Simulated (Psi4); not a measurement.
# M06-2X/6-311+G(d,p) run of C2H4Si (ethynylsilane)

Aim: the vertical ionisation energy of C2H4Si (ethynylsilane) at M06-2X/6-311+G**, from 2 runs. 

The calculation is run with Psi4 1.11.

4 further runs of the same task are left out: 2 that didn't finish, 2 set aside as unsound or not needed.

### 1 The molecule

C2H4Si has 7 atoms, charge 0, and is taken as a singlet. As SMILES, `C#C[SiH3]`. Geometry: relaxed at PBE0-D4/def2-TZVP.

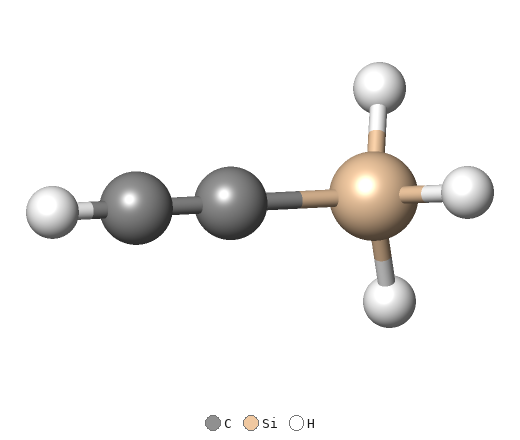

Viewed from a chosen angle; carbon grey, silicon light orange, hydrogen white.

### 2 Energy and forces at M06-2X/6-311+G(d,p)

Input file c2h4si.xyz:

```xyz
7
C2H4Si
C     -0.580700    -1.871400     0.172200
C     -0.218500    -0.726500     0.062400
Si     0.329800     1.004300    -0.103800
H     -0.901000    -2.883500     0.269300
H     -0.094500     1.528300    -1.425000
H     -0.281700     1.818100     0.974900
H      1.807900     1.062900     0.004400
```

Input file c2h4si.py:

```python
import psi4

psi4.set_memory('1600 MB')
psi4.set_num_threads(1)
psi4.set_output_file('c2h4si.out', False)

with open('c2h4si.xyz') as f:
    atoms = ''.join(f.readlines()[2:])
molecule = psi4.geometry('0 1\n' + atoms + 'symmetry c1')

psi4.set_options({
    'reference': 'rks',
    'puream': True,
    'e_convergence': 1e-09,
    'd_convergence': 1e-08,
    'scf_type': 'pk',
    'dft_radial_points': 99,
    'dft_spherical_points': 590,
})

e, wfn = psi4.gradient('m06-2x/6-311+G**', return_wfn=True)
psi4.oeprop(wfn, 'WIBERG_LOWDIN_INDICES', 'MULLIKEN_CHARGES', 'DIPOLE')
print('gradient / Eh bohr^-1')
print(e.np.round(6))
print(f'energy = {wfn.energy():.10f} Eh')
```

On the command line:

```sh
python c2h4si.py
```

c2h4si.out, shortened:

```text
[...]
  Running in c1 symmetry.
[...]
  Nuclear repulsion =   83.047890735857266
[...]
  Multiplicity = 1
[...]
  Nalpha       = 15
  Nbeta        = 15
[...]
    Number of basis functions: 98
[...]
   @RKS iter   1:  -367.84548310028987   -6.45799e-01   5.84852e-03 ADIIS/DIIS
[...]
   @RKS iter  10:  -368.00346983677605   -4.09273e-12   3.57777e-09 DIIS
[...]
    Orbital Energies [Eh]
    ---------------------
    Doubly Occupied:
       1A    -67.007883     2A    -10.550118     3A    -10.532299
       4A     -5.558753     5A     -3.870863     6A     -3.869744
       7A     -3.869744     8A     -0.850359     9A     -0.662486
      10A     -0.600194    11A     -0.464768    12A     -0.423724
      13A     -0.423706    14A     -0.349995    15A     -0.349992
[...]
  @RKS Final Energy:  -368.00346983677605
   => Energetics <=
    Nuclear Repulsion Energy =             83.0478907358572656
    One-Electron Energy =                -670.4521924844696059
    Two-Electron Energy =                 235.2172644522725022
    DFT Exchange-Correlation Energy =     -15.8164325404361410
    Empirical Dispersion Energy =           0.0000000000000000
    VV10 Nonlocal Energy =                  0.0000000000000000
    Total Energy =                       -368.0034698367760484
[...]
  -Total Gradient:
     Atom            X                  Y                   Z
    ------   -----------------  -----------------  -----------------
       1        0.000022694590     0.000047209223    -0.000006989249
       2        0.001532684582     0.004881262612    -0.000467391083
       3       -0.002421167885    -0.007683934622     0.000779129900
       4       -0.000121311472    -0.000382192691     0.000037073084
       5       -0.000570291375     0.001150863789    -0.002133767292
       6       -0.000865708106     0.001580541793     0.001659529907
       7        0.002429335911     0.000402945166     0.000147837728
[...]
 Multipole Moments:
 ------------------------------------------------------------------------------------
     Multipole            Electronic (a.u.)      Nuclear  (a.u.)        Total (a.u.)
 ------------------------------------------------------------------------------------
 L = 1.  Multiply by 2.5417464519 to convert [e a0] to [Debye]
 Dipole X            :         -0.5214097            0.4931733           -0.0282363
 Dipole Y            :         -1.6458998            1.5559807           -0.0899191
 Dipole Z            :          0.1583697           -0.1496803            0.0086894
 Magnitude           :                                                    0.0946480
[...]
  Mulliken Charges: (a.u.)
   Center  Symbol    Alpha    Beta     Spin     Total
       1     C     2.98562  2.98562  0.00000  0.02876
       2     C     3.21635  3.21635  0.00000 -0.43270
       3    SI     6.72055  6.72055  0.00000  0.55889
       4     H     0.41481  0.41481  0.00000  0.17037
       5     H     0.55422  0.55422  0.00000 -0.10845
       6     H     0.55422  0.55422  0.00000 -0.10844
       7     H     0.55422  0.55422  0.00000 -0.10844
   Total alpha = 15.00000, Total beta = 15.00000, Total charge = -0.00000
  Wiberg Bond Indices using Orthogonal Lowdin Orbitals:
[...]
```

Standard output:

```text
gradient / Eh bohr^-1
[[ 2.300e-05  4.700e-05 -7.000e-06]
 [ 1.533e-03  4.881e-03 -4.670e-04]
 [-2.421e-03 -7.684e-03  7.790e-04]
 [-1.210e-04 -3.820e-04  3.700e-05]
 [-5.700e-04  1.151e-03 -2.134e-03]
 [-8.660e-04  1.581e-03  1.660e-03]
 [ 2.429e-03  4.030e-04  1.480e-04]]
energy = -368.0034698368 Eh
```

Wall time 45 s (1 thread of Intel Xeon Platinum 8375C at 2.90GHz (Ice Lake), shared host); peak memory 0.86 GiB.

### 3 The doublet cation: a single-point energy at UM06-2X/6-311+G(d,p)

Input file job.dat:

```
memory 1.6 GB

molecule system {
  1 2
  C     -0.580700    -1.871400     0.172200
  C     -0.218500    -0.726500     0.062400
  Si     0.329800     1.004300    -0.103800
  H     -0.901000    -2.883500     0.269300
  H     -0.094500     1.528300    -1.425000
  H     -0.281700     1.818100     0.974900
  H      1.807900     1.062900     0.004400
  symmetry c1
}

set basis 6-311+G**
set reference uks
set puream true
set e_convergence 1e-09
set d_convergence 1e-08
set scf_type pk
set dft_radial_points 99
set dft_spherical_points 590
set maxiter 100

E, wfn = energy("m06-2x", return_wfn=True)
oeprop(wfn, "QUADRUPOLE", "DIPOLE", "WIBERG_LOWDIN_INDICES")
```

On the command line:

```sh
psi4 job.dat job.out -n 1
```

job.out, shortened:

```text
[...]
  Running in c1 symmetry.
[...]
  Nuclear repulsion =   83.047890735857266
[...]
  Multiplicity = 2
[...]
  Nalpha       = 15
  Nbeta        = 14
[...]
    Number of basis functions: 98
[...]
   @UKS iter   1:  -367.43410896760838   -2.34425e-01   5.39804e-03 DIIS/ADIIS
[...]
   @UKS iter  35:  -367.60612039932988   -2.01226e-11   2.77125e-10 DIIS
[...]
   @S^2 Observed:                7.553759211E-01
[...]
  @UKS Final Energy:  -367.60612039932988
   => Energetics <=
    Nuclear Repulsion Energy =             83.0478907358572656
    One-Electron Energy =                -662.8596815344824336
    Two-Electron Energy =                 227.8619655400734985
    DFT Exchange-Correlation Energy =     -15.6562951407781927
    Empirical Dispersion Energy =           0.0000000000000000
    VV10 Nonlocal Energy =                  0.0000000000000000
    Total Energy =                       -367.6061203993299387
[...]
 Multipole Moments:
 ------------------------------------------------------------------------------------
     Multipole            Electronic (a.u.)      Nuclear  (a.u.)        Total (a.u.)
 ------------------------------------------------------------------------------------
 L = 1.  Multiply by 2.5417464519 to convert [e a0] to [Debye]
 Dipole X            :         -0.9036180            0.4931733           -0.4104446
 Dipole Y            :         -2.7394055            1.5559807           -1.1834248
 Dipole Z            :          0.1790724           -0.1496803            0.0293921
 Magnitude           :                                                    1.2529258
 L = 2.  Multiply by 1.3450342976 to convert [e a0^2] to [Debye ang]
 Quadrupole XX       :        -44.9391144           28.5656377          -16.3734767
 Quadrupole XY       :        -52.8146353           57.0658800            4.2512446
[...]
```

It took 2.7 min on 1 thread of Intel Xeon Platinum 8375C at 2.90GHz (Ice Lake), shared host; peak memory 0.86 GiB.

### 4 Results

Level: M06-2X/6-311+G**.

| quantity | value |
| --- | --- |
| singlet C2H4Si: total energy | -368.00347 Eh |
| singlet C2H4Si: dipole moment | 0.24 D |
| singlet C2H4Si: HOMO energy | -9.52 eV |
| singlet C2H4Si: LUMO energy | 0.18 eV |
| singlet C2H4Si: HOMO–LUMO gap | 9.70 eV |
| singlet C2H4Si: largest force on an atom | 0.416 eV/Å |
| doublet cation: total energy | -367.60612 Eh |
| doublet cation: HOMO energy (highest over α and β) | -16.10 eV |
| doublet cation: LUMO energy (lowest over α and β) | -11.87 eV |
| doublet cation: ⟨S²⟩ | 0.755 |
| vertical ionisation energy (to the doublet cation) | 10.812 eV |

What this shows: The vertical ionisation energy comes to 10.81 eV (249 kcal/mol). The largest force (singlet C2H4Si) is 0.42 eV/Å: the shape isn't a stationary point for this species at this level. −ε(HOMO) before ionisation, 9.52 eV, is 1.29 eV below this ionisation energy.
